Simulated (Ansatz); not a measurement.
**Response to strain in ZrN**

Take ZrN in the rock salt structure (space group Fm-3m, No. 225; relaxed with 0.1 eV smearing) as the base.

Space group Fm-3m (No. 225); a = b = c = 4.5531 Å, α = β = γ = 90.00°

```tsv
atom	site	symmetry	x	y	z
N	4a	m-3m	0.0000	0.0000	0.0000
Zr	4b	m-3m	0.5000	0.5000	0.5000
```
(The calculation used a cell of 2 atoms; values per cell refer to that cell.)

Strains are applied to the cell and any free atomic positions relax.

Method: DFT with PBEsol, PAW potentials and a 420 eV plane-wave cutoff in Ansatz (a program for electronic structure), spin-orbit coupling left out, earlier PAW set.

Notes on the quantities. energy relative to the base: free energy F.

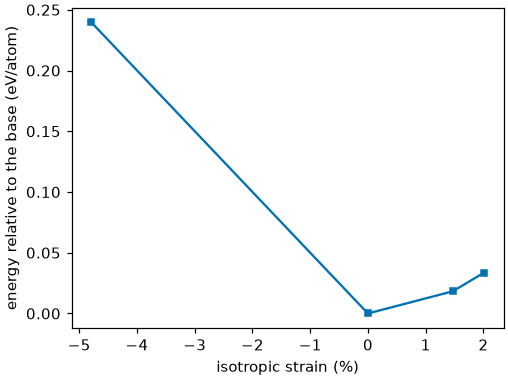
Fig. 1. Energy relative to the base against isotropic strain

| isotropic strain (%) | energy relative to the base |
|---|---|
| -4.79 | +0.240 eV/atom |
| 1.47 | +18 meV/atom |
| 2.01 | +34 meV/atom |

Whether these cells are dynamically stable was not tested. All final runs are without spin polarisation. An odd electron count without spin: ZrN.
